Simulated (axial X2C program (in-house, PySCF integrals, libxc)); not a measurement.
**Relativistic diatomic calculation, with input and output: GaSi⁺**

GaSi⁺, single determinant with M_S = 1 and |Λ| = 0. Computed at this level: PBE0, spin-free X2C-1e, Ga dyall-cv3z, Si dyall-v3z (cores contracted) (axial X2C program (in-house, PySCF integrals, libxc)).

**Log**
```
spin-free X2C-1e  PBE0
basis functions 154  fitting functions 924  grid points 5081
iter        total energy     max residual
   1      -2232.405024342     1.84e+00
   2      -2233.303384738     1.63e-02
   3      -2233.303230483     2.48e-02
   4      -2233.305864525     1.79e-03
   5      -2233.305905500     1.21e-03
   6      -2233.305917204     3.68e-04
   7      -2233.305920668     1.10e-04
   8      -2233.305921072     2.59e-05
   9      -2233.305921095     6.70e-06
  10      -2233.305921101     2.57e-06
  11      -2233.305921102     1.36e-06
converged
one-electron -3285.68851521  Coulomb 1055.21058966  exact exchange -23.64116622  xc functional -72.77399703  nuclear repulsion 93.58716770
```

**The points of the curve**

| R (Å) | E (hartree) | dipole (D; origin at the first atom, positive when the second is positive) | highest filled (eV) | lowest empty (eV) |
| --- | --- | --- | --- | --- |
| 2.135 | −2233.292859 | 3.58 | −12.33 | −9.91 |
| 2.233 | −2233.300856 | 3.73 | −12.10 | −9.92 |
| 2.307 | −2233.304070 | 3.82 | −11.94 | −9.92 |
| 2.380 | −2233.305594 | 3.90 | −11.78 | −9.91 |
| 2.454 | −2233.305921 | 3.96 | −11.64 | −9.88 |
| 2.540 | −2233.305267 | 4.02 | −11.48 | −9.85 |
| 2.626 | −2233.303912 | 4.05 | −11.33 | −9.80 |
| 2.736 | −2233.301620 | 4.06 | −11.14 | −9.72 |
| 2.871 | −2233.298524 | 4.03 | −10.93 | −9.60 |
| 3.067 | −2233.294225 | 3.92 | −10.64 | −9.41 |

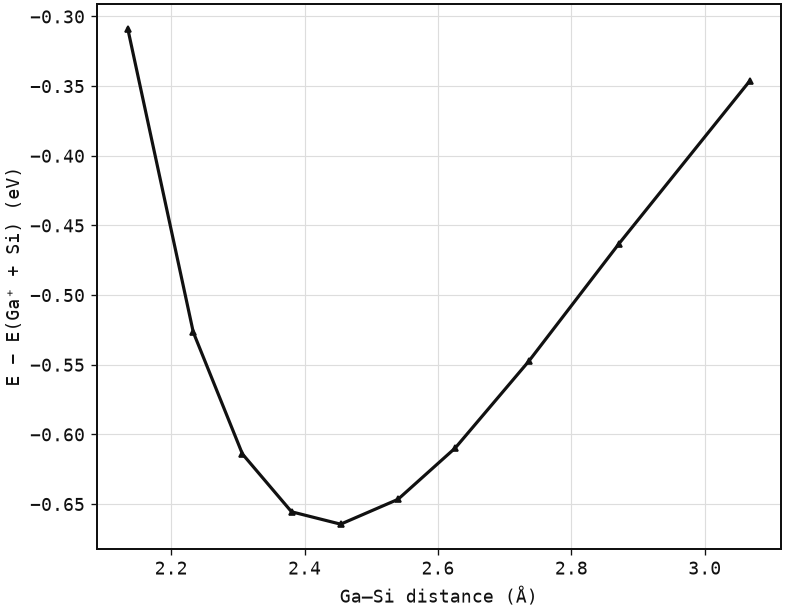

**Figure 1.** Energy at 10 bond lengths, for one set of occupations held fixed; the line joins the points. A polynomial of degree 6 through 9 points gives rₑ = 2.442 Å, ωₑ = 245.8 cm⁻¹, ωₑxₑ = 2.6 cm⁻¹ and Bₑ = 0.1421 cm⁻¹. The minimum lies 0.66 eV below Ga⁺ + Si, each computed as one determinant at the same level.

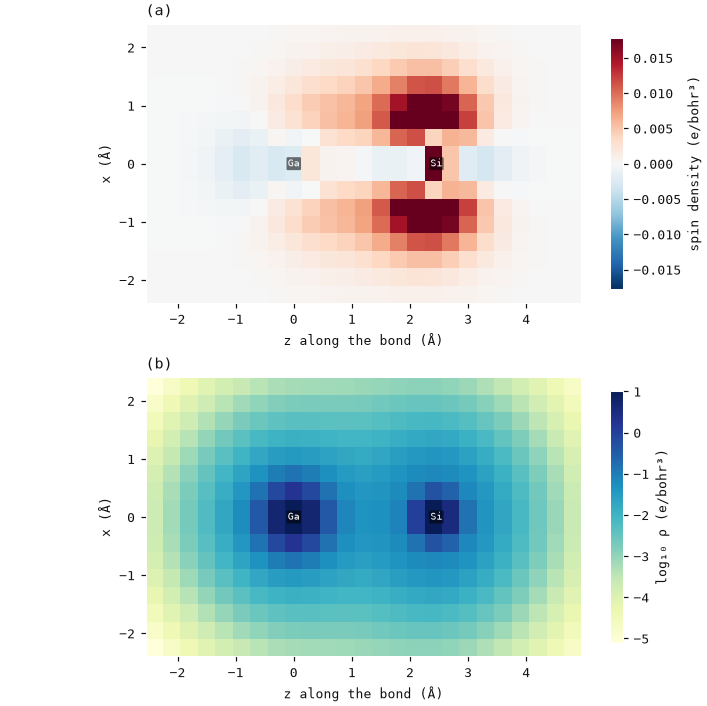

**Figure 2.** (a) spin density; (b) electron density on a logarithmic scale, in a plane that holds the axis, at 2.45 Å, on points 0.3 Å apart (one half computed, the other mirrored); the structure near the nuclei is finer than these points.

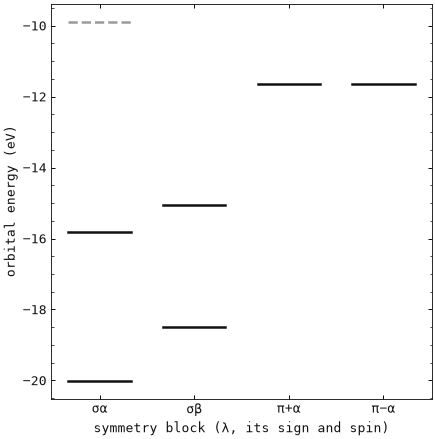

**Figure 3.** Orbital energies near the frontier at 2.45 Å, filled (solid) and empty (dashed); a label such as π−α means λ = −1 and α spin. The highest filled orbital (π+α; 73 % Si p, 21 % Ga p) lies at −11.64 eV, the lowest empty one (σα; 46 % Si p, 39 % Ga p) at −9.88 eV.

**The input**
```
{"zs": [31, 14], "q": 1, "bas": ["dyall-cv3z", "dyall-v3z"], "levels": ["PBE0", "HF", "r2SCAN"], "cc": true, "r0": 2.4, "thr": -1.0, "nmax": 90, "npts": 10, "nst": 2, "ntry": 6}
```

The line is the task of a batch: nuclear charges, charge, bases, the levels to run, a first guess of the distance and further settings. This report covers PBE0 without spin-orbit coupling. The log is that of the reference distance 2.454 Å.

The run was one of a batch that the task file lists, launched with:
```bash
python <driver script> task.json out
```

**Results in brief**

```
                    quantity                                                                 value
                     outcome                                                             converged
              bond length rₑ                                                               2.442 Å
                          ωₑ                                                            245.8 cm⁻¹
       energy at the minimum                                                   −2233.30593 hartree
   depth below the fragments                                                               0.66 eV
largest ⟨S²⟩ along the curve                                                                  2.01
                    hardware  1 thread of Arm Neoverse V2, 24 GiB of memory available, shared host
                   wall time                                                                 3.3 s
                 peak memory                                                              0.43 GiB
```
